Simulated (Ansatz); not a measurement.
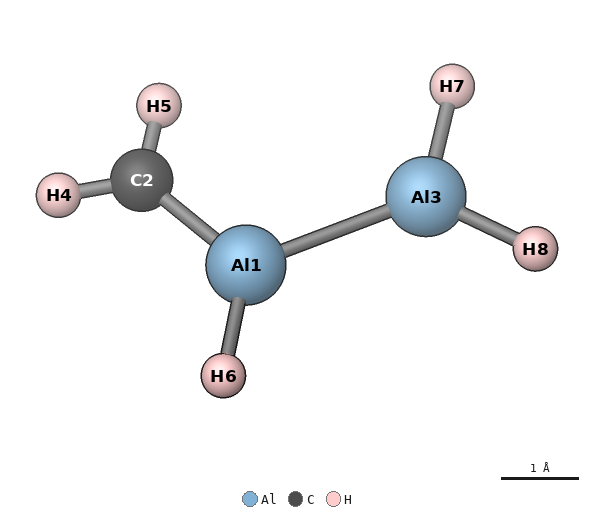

Orthographic view. Depth is shown by fading: the farther an atom, the more it takes the colour of the background. Charge −1, singlet. Computed geometry: PBE-D4/def2-SVPD optimisation. No frequency run is at hand to confirm it as a minimum.

Give the geometry as a Z-matrix, atoms in numerical order, with these reference atoms: 2 to 1; 3 to 1, 2; 4 to 2, 1, 3; 5 to 2, 4, 1; 6 to 1, 2, 5; 7 to 3, 1, 6; 8 to 3, 7, 1.

```
Al 
C    1   1.874
Al   1   2.550   2   115.2
H    2   1.110   1   127.5   3   178.8
H    2   1.109   4   111.4   1   179.4
H    1   1.638   2   122.6   5   179.8
H    3   1.642   1   124.0   6   180.0
H    3   1.648   7   107.0   1  -179.9
```
